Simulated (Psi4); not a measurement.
**Single-point calculation, with input and output: CF2O (charge −1) (part 1 of 2)**

The run: single-point calculation of CF2O, charge −1, multiplicity 2. Method and program: B3LYP/cc-pCVQZ, UKS (Psi4 1.11).

The geometry is that of the parent species in another charge or spin state. The geometry comes from this level: GFN2-xTB.

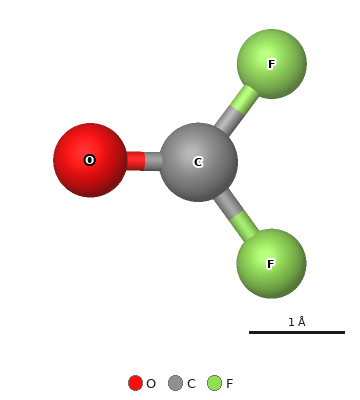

The structure as given in the input (ball-and-stick view, seen at a tilt). Bond lengths as drawn: C–F 1.32 Å and C–O 1.16 Å.

Results in brief:

| quantity | value |
| --- | --- |
| outcome | converged |
| total energy | −313.082784 hartree |
| basis functions | 336 |
| ⟨S²⟩ | 0.754 |
| hardware | 1 thread of Intel Xeon (Granite Rapids), 16 GiB of memory available, shared host |
| wall time | 26 s |
| peak memory | 1.1 GiB |

Remarks:

The record of the run, not the program, notes: unbound anion.

The input (input.inp):
```
memory 1600 MB

molecule {
  -1 2
  O     -1.243810    -0.157330     0.153910
  C     -0.102510    -0.013170     0.012900
  F      0.851050    -0.823360     0.422470
  F      0.495270     0.993860    -0.589280
  symmetry c1
}

set {
  basis cc-pCVQZ
  reference uks
  puream true
  scf_type df
  dft_radial_points 99
  dft_spherical_points 590
  maxiter 150
}

energy("b3lyp")
```

Launch command:
```bash
psi4 -n 1 input.inp input.out
```

The program's output:
```
Psi4 1.11 release

   => Loading Basis Set <=

    Name: CC-PCVQZ
    Role: ORBITAL
    Keyword: BASIS

         ---------------------------------------------------------
                                   SCF
                              UKS Reference
                        1 Threads,   1525 MiB Core
         ---------------------------------------------------------

  ==> Geometry <==

    Molecular point group: c1
    Full point group: C1

    Geometry (in Angstrom), charge = -1, multiplicity = 2:

       Center              X                  Y                   Z               Mass
    ------------   -----------------  -----------------  -----------------  -----------------
         O           -1.311290819250    -0.165887252547     0.162282964283    15.994914619570
         C           -0.169990819250    -0.021727252547     0.021272964283    12.000000000000
         F            0.783569180750    -0.831917252547     0.430842964283    18.998403162730
         F            0.427789180750     0.985302747453    -0.580907035717    18.998403162730

  Running in c1 symmetry.

  Rotational constants: A =      0.39857  B =      0.39114  C =      0.19741 [cm^-1]
  Rotational constants: A =  11948.87489  B =  11726.05354  C =   5918.20784 [MHz]
  Nuclear repulsion =  120.047493605645485

  Charge       = -1
  Multiplicity = 2
  Electrons    = 33
  Nalpha       = 17
  Nbeta        = 16

  ==> Algorithm <==

  SCF Algorithm Type is DF.
  DIIS enabled.
  MOM disabled.
  Fractional occupation disabled.
  Guess Type is SAD.
  Energy threshold   = 1.00e-06
  Density threshold  = 1.00e-06
  Integral threshold = 1.00e-12

  ==> Primary Basis <==

  Basis Set: CC-PCVQZ
    Blend: CC-PCVQZ
    Number of shells: 96
    Number of basis functions: 336
    Number of Cartesian functions: 416
    Spherical Harmonics?: true
    Max angular momentum: 4

  ==> DFT Potential <==

   => LibXC <=

    Version 7.1.2

   => Composite Functional: B3LYP <=

    B3LYP Hyb-GGA Exchange-Correlation Functional

    Deriv               =              1
    GGA                 =           TRUE
    Meta                =          FALSE

    Exchange Hybrid     =           TRUE
    MP2 Hybrid          =          FALSE

   => Exchange Functionals <=

    0.0800   Slater exchange
    0.7200         Becke 88

   => Exact (HF) Exchange <=

    0.2000               HF

   => Correlation Functionals <=

    0.1900   Vosko, Wilk & Nusair (VWN5_RPA)
    0.8100   Lee, Yang & Parr

   => LibXC Density Thresholds  <==

    XC_HYB_GGA_XC_B3LYP:  1.00E-15

   => Molecular Quadrature <=

    Radial Scheme          =       TREUTLER
    Pruning Scheme         =           NONE
    Nuclear Scheme         =       TREUTLER

    Blocking Scheme        =         OCTREE
    BS radius alpha        =              1
    Pruning alpha          =              1
    Radial Points          =             99
    Spherical Points       =            590
    Total Points           =         225826
    Total Blocks           =           1710
    Max Points             =            256
    Max Functions          =            259
    Weights Tolerance      =       1.00E-15

   => Loading Basis Set <=

    Name: (CC-PCVQZ AUX)
    Role: JKFIT
    Keyword: DF_BASIS_SCF

  ==> Integral Setup <==

  DFHelper Memory: AOs need 0.239 GiB; user supplied 0.239 GiB.
  SCF_SUBTYPE=INCORE selected. In-core MEM_DF algorithm will be used.
  Using in-core AOs.

  ==> MemDFJK: Density-Fitted J/K Matrices <==

    J tasked:                   Yes
    K tasked:                   Yes
    wK tasked:                   No
    Memory [MiB]:               244
    Algorithm:                 Core
    Schwarz Cutoff:           1E-12
    Mask sparsity (%):      16.4807
    Fitting Condition:        1E-10

   => Auxiliary Basis Set <=

  Basis Set: (CC-PCVQZ AUX)
    Blend: DEF2-UNIVERSAL-JKFIT
    Number of shells: 100
    Number of basis functions: 306
    Number of Cartesian functions: 368
    Spherical Harmonics?: true
    Max angular momentum: 4

  Cached 50.0% of DFT collocation blocks in 0.592 [GiB].

  Minimum eigenvalue in the overlap matrix is 1.2449971671E-04.
  Reciprocal condition number of the overlap matrix is 1.9923020699E-05.
    Using symmetric orthogonalization.

  ==> Pre-Iterations <==

  SCF Guess: Superposition of Atomic Densities via on-the-fly atomic UHF (no occupation information).

   -------------------------
    Irrep   Nso     Nmo
   -------------------------
     A        336     336
   -------------------------
    Total     336     336
   -------------------------

  ==> Iterations <==

                           Total Energy        Delta E     RMS |[F,P]|

   @DF-UKS iter SAD:  -312.87975550127385   -3.12880e+02   0.00000e+00
   @DF-UKS iter   1:  -312.80874186397159    7.10136e-02   2.63660e-03 DIIS/ADIIS
   @DF-UKS iter   2:  -311.97682097445102    8.31921e-01   4.75837e-03 DIIS/ADIIS
   @DF-UKS iter   3:  -313.04881678447083   -1.07200e+00   9.23703e-04 DIIS/ADIIS
   @DF-UKS iter   4:  -313.07814933995917   -2.93326e-02   3.93224e-04 DIIS/ADIIS
   @DF-UKS iter   5:  -313.08267899142874   -4.52965e-03   4.77305e-05 DIIS
   @DF-UKS iter   6:  -313.08274679012038   -6.77987e-05   2.82804e-05 DIIS
   @DF-UKS iter   7:  -313.08278091280073   -3.41227e-05   7.44469e-06 DIIS
   @DF-UKS iter   8:  -313.08278417163058   -3.25883e-06   1.44228e-06 DIIS
   @DF-UKS iter   9:  -313.08278436532947   -1.93699e-07   3.53577e-07 DIIS
  Energy and wave function converged.

  ==> Post-Iterations <==

   Electrons on quadrature grid:
      Nalpha   =   16.9999999068 ; deviation = -9.320e-08
      Nbeta    =   15.9999999109 ; deviation = -8.911e-08
      Ntotal   =   32.9999998177 ; deviation = -1.823e-07

   @Spin Contamination Metric:   3.816723313E-03
   @S^2 Expected:                7.500000000E-01
   @S^2 Observed:                7.538167233E-01
   @S   Expected:                5.000000000E-01
   @S   Observed:                5.000000000E-01

    Orbital Energies [Eh]
    ---------------------

    Alpha Occupied:

       1A    -24.447546     2A    -24.447411     3A    -18.818952
       4A    -10.023954     5A     -1.035780     6A     -0.968789
       7A     -0.787377     8A     -0.402968     9A     -0.328294
      10A     -0.291102    11A     -0.252902    12A     -0.204212
      13A     -0.176348    14A     -0.176220    15A     -0.113629
      16A     -0.051176    17A      0.203215

    Alpha Virtual:

      18A      0.281858    19A      0.372585    20A      0.379729
      21A      0.398069    22A      0.491694    23A      0.542457
      24A      0.586911    25A      0.618160    26A      0.655697
      27A      0.680618    28A      0.758599    29A      0.760331
      30A      0.763718    31A      0.822368    32A      0.839618
      33A      0.864727    34A      0.873379    35A      0.891938
      36A      0.910175    37A      1.107107    38A      1.136960
      39A      1.200665    40A      1.305296    41A      1.312169
      42A      1.425910    43A      1.448873    44A      1.459044
      45A      1.557080    46A      1.610712    47A      1.637635
      48A      1.682944    49A      1.691289    50A      1.738946
      51A      1.772064    52A      1.783634    53A      1.795956
      54A      1.895515    55A      1.908854    56A      2.024570
      57A      2.065034    58A      2.097101    59A      2.157966
      60A      2.241819    61A      2.244235    62A      2.254746
      63A      2.347277    64A      2.482247    65A      2.506524
      66A      2.535347    67A      2.538499    68A      2.591990
      69A      2.597417    70A      2.806298    71A      2.842774
      72A      3.010553    73A      3.136299    74A      3.164455
      75A      3.270412    76A      3.356362    77A      3.441882
      78A      3.464200    79A      3.556220    80A      3.562060
      81A      3.650790    82A      3.880317    83A      3.915552
      84A      4.053461    85A      4.055518    86A      4.078290
      87A      4.108784    88A      4.156792    89A      4.177254
      90A      4.277882    91A      4.306247    92A      4.344500
      93A      4.353179    94A      4.383361    95A      4.475938
      96A      4.503639    97A      4.531963    98A      4.566300
      99A      4.609182   100A      4.628732   101A      4.741915
     102A      4.780025   103A      4.806767   104A      4.872092
     105A      4.953912   106A      4.991494   107A      5.171406
     108A      5.215587   109A      5.281983   110A      5.323432
     111A      5.323815   112A      5.343113   113A      5.374933
     114A      5.527889   115A      5.603179   116A      5.637939
     117A      5.640355   118A      5.785316   119A      5.790109
     120A      5.816191   121A      5.843265   122A      5.855142
     123A      5.964336   124A      6.017636   125A      6.037658
     126A      6.064159   127A      6.152706   128A      6.244142
     129A      6.364246   130A      6.371192   131A      6.383056
     132A      6.505929   133A      6.871063   134A      7.101453
     135A      7.239922   136A      7.369366   137A      7.496804
     138A      7.507777   139A      7.613922   140A      7.713161
     141A      7.751058   142A      8.007534   143A      8.382693
     144A      8.618662   145A      9.163590   146A      9.164386
     147A      9.280183   148A      9.495242   149A      9.501102
     150A      9.567122   151A      9.982970   152A     10.280218
     153A     10.315812   154A     10.598047   155A     10.660209
     156A     10.769898   157A     10.817784   158A     11.208066
     159A     11.251812   160A     11.258473   161A     11.391452
     162A     11.458262   163A     11.530569   164A     11.562589
     165A     11.615766   166A     11.616321   167A     11.616827
     168A     11.617201   169A     11.637304   170A     11.698927
     171A     11.703290   172A     11.711069   173A     11.779118
     174A     11.851465   175A     11.864698   176A     11.966099
     177A     12.055950   178A     12.075979   179A     12.096066
     180A     12.234705   181A     12.336566   182A     12.339736
     183A     12.381109   184A     12.501611   185A     12.608478
     186A     12.700768   187A     12.806074   188A     12.913779
     189A     12.972544   190A     13.064645   191A     13.654557
     192A     14.270767   193A     14.802606   194A     14.804632
     195A     14.816261   196A     14.825268   197A     14.934074
     198A     15.051186   199A     15.104064   200A     15.190706
     201A     15.308587   202A     15.650088   203A     15.772286
     204A     15.803461   205A     15.862977   206A     15.954411
     207A     15.966148   208A     15.978423   209A     16.006413
     210A     16.069783   211A     16.087074   212A     16.273918
     213A     16.317874   214A     16.413736   215A     16.600750
     216A     16.808478   217A     16.905400   218A     17.454070
     219A     18.752073   220A     19.934822   221A     20.562868
     222A     21.689130   223A     21.880126   224A     26.118726
     225A     26.304953   226A     26.589242   227A     26.960462
     228A     27.449010   229A     32.694937   230A     32.924912
     231A     33.982432   232A     36.435640   233A     40.637877
     234A     40.665228   235A     40.791221   236A     40.863272
     237A     41.565828   238A     41.703820   239A     46.320510
     240A     46.344644   241A     46.841771   242A     47.114749
     243A     47.604001   244A     59.203485   245A     59.209593
     246A     59.216153   247A     59.243583   248A     59.370703
```
